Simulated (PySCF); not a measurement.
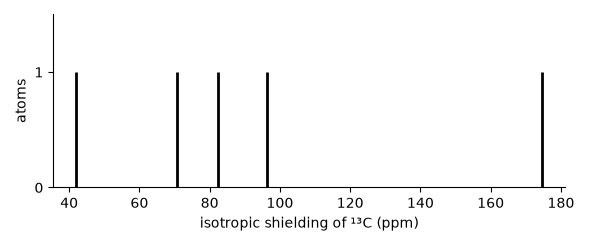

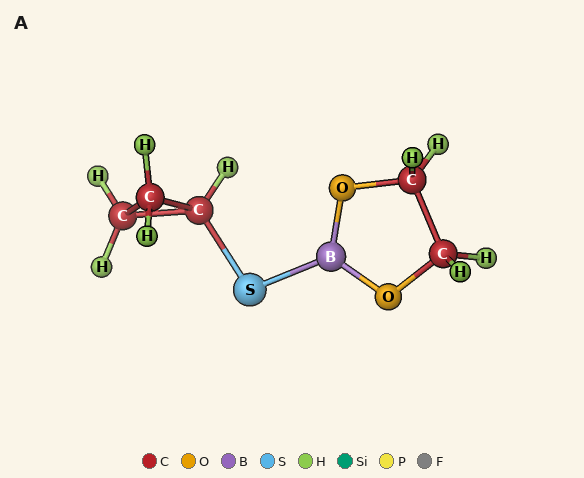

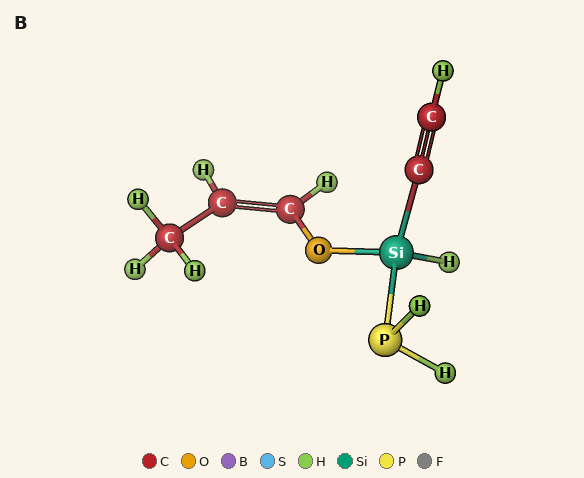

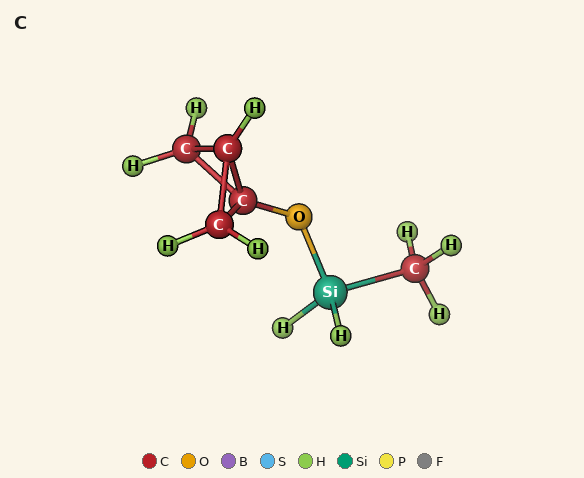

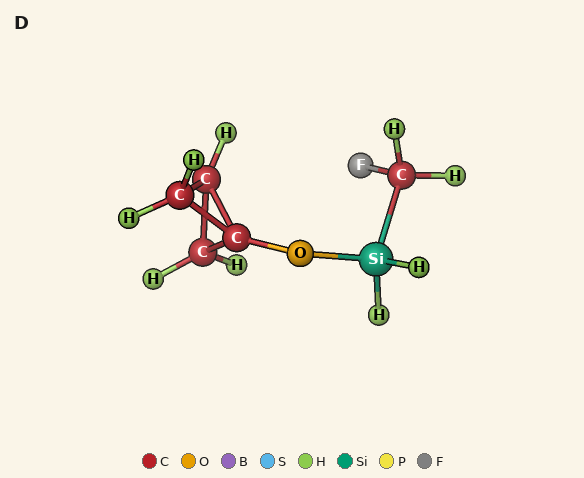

The sticks are computed shieldings of one of the molecules, for one fixed geometry (GFN2-xTB) without averaging over rotations. Low shielding means a high chemical shift. Method: GIAO PBE0/pcSseg-1 NMR shielding, non-relativistic, gas phase (PySCF 2.14.0).

Match the spectrum to a structure.

Answer. B, `C#C[Si@@H](P)O/C=C\C`. Its 5 C atoms give lines at 42.1, 70.8, 82.4, 96.2, 174.6 ppm.

The geometry is semi-empirical. Around B, P, Si such bond lengths and angles can be off by a tenth of an ångström or more and by several degrees, and values that hang on the shape move with them.
